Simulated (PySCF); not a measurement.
CH₃P (CH2PH), SMILES C=P, geometry in Å:

```xyz
5

C     -0.5342     0.0109    -0.2357
P      0.8821    -0.6338     0.3344
H     -0.6105     0.7980    -0.9769
H     -1.4779    -0.3716     0.1412
H      1.7759     0.1640    -0.4422
```

Vertical TDDFT excitations, ωB97X-D/aug-cc-pVTZ with PySCF, at a PBE0-D3(BJ)/def2-TZVP geometry (no frequency check), gas phase.

### Predict the low-lying singlet excitations and the spectrum.

The lowest singlet lies at 4.72 eV (263 nm, f = 0.010); the brightest of the first 10 is S2 at 5.75 eV (215 nm), f = 0.213, mainly HOMO → LUMO (94 %). No singlet lies below 3.1 eV (beyond 400 nm), so at this level no vertical transition falls in the visible.


| state | E (eV) | λ (nm) | f | main character |
| --- | --- | --- | --- | --- |
| S1 | 4.72 | 263 | 0.010 | HOMO−1 → LUMO (98 %) |
| S2 | 5.75 | 215 | 0.213 | HOMO → LUMO (94 %) |
| S3 | 6.57 | 189 | 0.055 | HOMO → LUMO+1 (61 %) |
| S4 | 6.92 | 179 | 0.000 | HOMO−2 → LUMO (94 %) |
| S5 | 7.13 | 174 | 0.097 | HOMO−1 → LUMO+1 (70 %) |
| S6 | 7.54 | 164 | 0.007 | HOMO → LUMO+2 (76 %) |
| S7 | 7.65 | 162 | 0.102 | HOMO−1 → LUMO+2 (38 %) |
| S8 | 7.71 | 161 | 0.051 | HOMO → LUMO+3 (31 %) |
| S9 | 7.82 | 159 | 0.003 | HOMO → LUMO+3 (56 %) |
| S10 | 8.04 | 154 | 0.051 | HOMO−1 → LUMO+2 (37 %) |

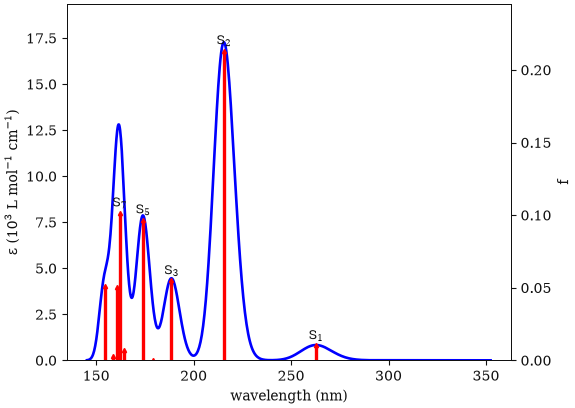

Only the first 10 singlet excitations are included; each is broadened by a Gaussian of 1/e half-width 0.20 eV. Sticks give oscillator strengths (right axis).

Caveats: core orbitals are frozen in the response.
